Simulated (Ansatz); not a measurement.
# BrClH3NSi: the cost of one run

Computed with Ansatz 0.2.0, Gaussian basis. Level: PBE-D4/def2-SVP.

## (1) Starting geometry

The start, a first-order saddle point found at PBE0-D4 in triple zeta: 7 atoms, charge 0, spin multiplicity 1.

Atoms are counted from 1 here; the program's logs count them from 0.

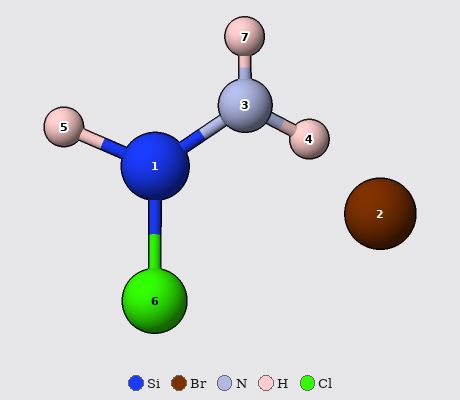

The starting geometry (silicon blue, bromine brown, nitrogen light blue, hydrogen pink, chlorine green); atoms are numbered from 1 in the order of the file.

Geometry (Å):

```xyz
7
BrClH3NSi
Si   -0.8221   -0.4952    0.2813
Br    1.8095    0.5162   -1.9588
N     0.3745    0.5311    0.6290
H     1.1424    0.5948   -0.2067
H    -2.1903   -0.3392    0.7949
Cl   -0.5642   -2.1643   -0.7384
H     0.2501    1.3566    1.1988
```

## (2) The run

md/in.yaml

```yaml
crystal:
  periodic: [false, false, false]
  atoms:
    - {symbol: Si, position_ang: [-0.822109, -0.495231, 0.281332]}
    - {symbol: Br, position_ang: [1.809513, 0.516223, -1.958825]}
    - {symbol: N, position_ang: [0.374486, 0.531052, 0.628982]}
    - {symbol: H, position_ang: [1.142417, 0.594770, -0.206655]}
    - {symbol: H, position_ang: [-2.190316, -0.339165, 0.794855]}
    - {symbol: Cl, position_ang: [-0.564226, -2.164302, -0.738366]}
    - {symbol: H, position_ang: [0.250134, 1.356553, 1.198776]}
basis:
  gaussian: {orbitals: def2-SVP}
hamiltonian: {xc: pbe, dispersion: d4}
md: {n_steps: 60, timestep: 0.5, temperature: 500, ensemble: nvt_nose_hoover, seed: 693, initial_velocities: maxwell_boltzmann}
```

Started as:

```console
ansatz run in.yaml --threads 4 --pin off --events-out ev --progress --plain --max-ram 9574MiB
```

**Question.** How long does this run take on 4 threads of Arm Neoverse V2, shared host?

About 44 s.
